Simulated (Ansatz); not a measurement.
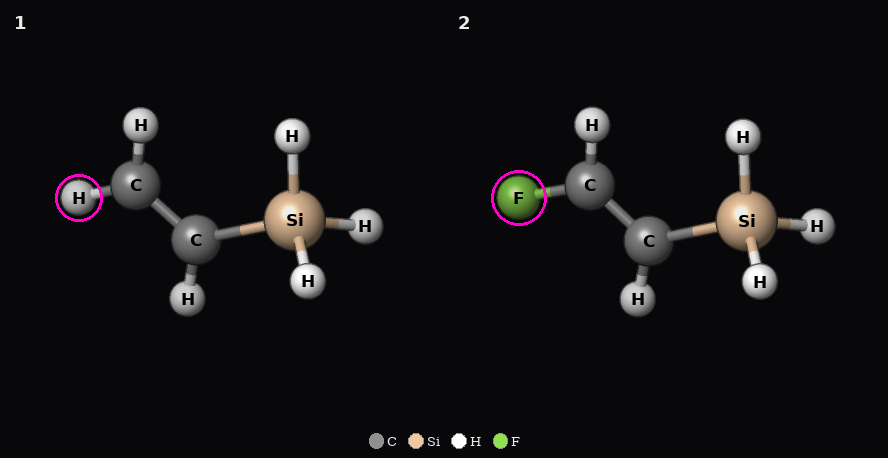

2 molecules with one skeleton, seen from the same side and at one scale; the atom that differs is circled. Charge 0, singlet. Computed geometries: PBE0-D4/def2-TZVP optimisations, one conformation each. Properties computed with Ansatz 0.2.0.

One atom differs, called X below: H in panel 1, F in panel 2. Their formulas are C2H6Si (`C=C[SiH3]`), C2H5FSi (`F/C=C/[SiH3]`).

Question: In which is the angle H–C–X larger (PBE0-D4/def2-TZVP)?

Answer: In panel 1 (X = H).

Question: In which is the length of X–C larger (PBE0-D4/def2-TZVP)?

Answer: In panel 2 (X = F).

Give the values. With PBE0-D4/def2-TZVP: length of X–C (Å), angle H–C–X (°). With PBE0-D4/def2-TZVPP: HOMO energy (Kohn–Sham orbital) (eV), HOMO–LUMO gap (eV), vertical ionisation energy (eV). With PBE-D4/def2-TZVPP: dipole moment (D).

```tsv
quantity	1 (H)	2 (F)	2 − 1
length of X–C (Å)	1.087	1.336	+0.249
angle H–C–X (°)	116.1	111.4	−4.7
HOMO energy (Kohn–Sham orbital) (eV)	−8.01	−7.87	+0.14
HOMO–LUMO gap (eV)	7.53	7.57	+0.04
vertical ionisation energy (eV)	10.19	10.07	−0.12
dipole moment (D)	0.75	0.48	−0.27
```
